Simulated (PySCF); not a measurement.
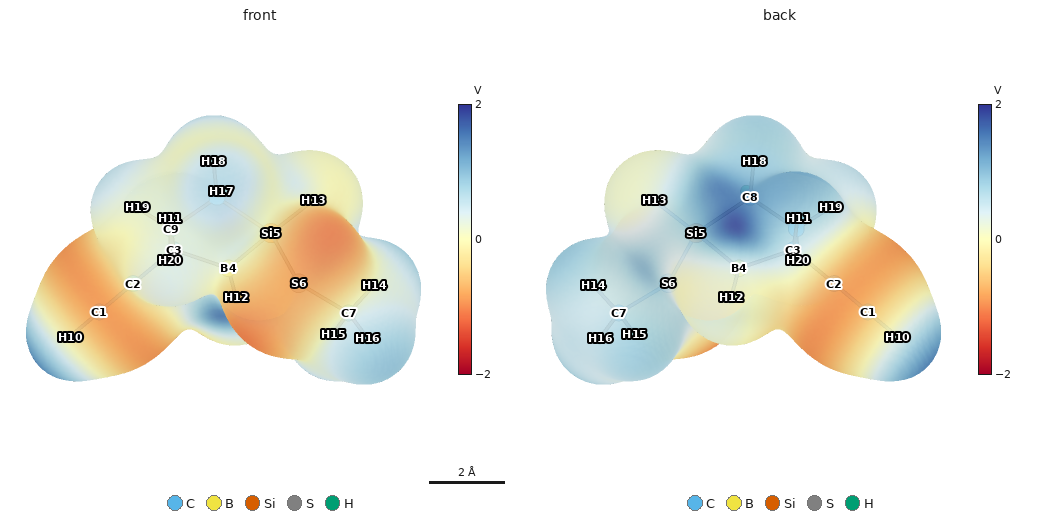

The picture shows: C₆H₁₁BSSi. The molecular electrostatic potential painted on the density surface at 0.002 e/bohr³, seen from the front and from behind; red is negative and blue positive.

Geometry: GFN2-xTB.

These are results of PBE0/pcSseg-1, SCF density, gas phase, non-relativistic (PySCF 2.14.0), not measurements.

```yaml
atoms:
  - { symbol: C, position_ang: [-3.5361, -1.5696, 0.5538] }
  - { symbol: C, position_ang: [-2.6809, -0.9128, 0.0336] }
  - { symbol: C, position_ang: [-1.6294, -0.1114, -0.5564] }
  - { symbol: B, position_ang: [-0.2882, -0.8454, -0.9558] }
  - { symbol: Si, position_ang: [1.0867, 0.5343, -0.8002] }
  - { symbol: S, position_ang: [2.3412, 0.1987, 0.9444] }
  - { symbol: C, position_ang: [3.4161, -1.1043, 0.2723] }
  - { symbol: C, position_ang: [-0.1474, 1.9035, -0.2994] }
  - { symbol: C, position_ang: [-1.3447, 1.1550, 0.2848] }
  - { symbol: H, position_ang: [-4.2896, -2.1456, 1.0014] }
  - { symbol: H, position_ang: [-2.0047, 0.2341, -1.5379] }
  - { symbol: H, position_ang: [-0.2669, -1.9776, -1.2442] }
  - { symbol: H, position_ang: [2.0131, 0.9887, -1.8487] }
  - { symbol: H, position_ang: [3.9145, -0.7377, -0.6195] }
  - { symbol: H, position_ang: [2.8260, -1.9856, 0.0423] }
  - { symbol: H, position_ang: [4.1483, -1.3358, 1.0385] }
  - { symbol: H, position_ang: [0.2367, 2.6247, 0.4185] }
  - { symbol: H, position_ang: [-0.4553, 2.4617, -1.1843] }
  - { symbol: H, position_ang: [-2.2314, 1.7921, 0.3281] }
  - { symbol: H, position_ang: [-1.1132, 0.8439, 1.3062] }
```

### Where is the surface potential most negative and most positive?

The most negative region (about −1.0 V, or −23 kcal/mol for a unit charge) lies over S6, the most positive (about +1.7 V, or +39 kcal/mol for a unit charge) over B4.

### How polar is the molecule by this calculation?

Its dipole moment is 1.56 D.
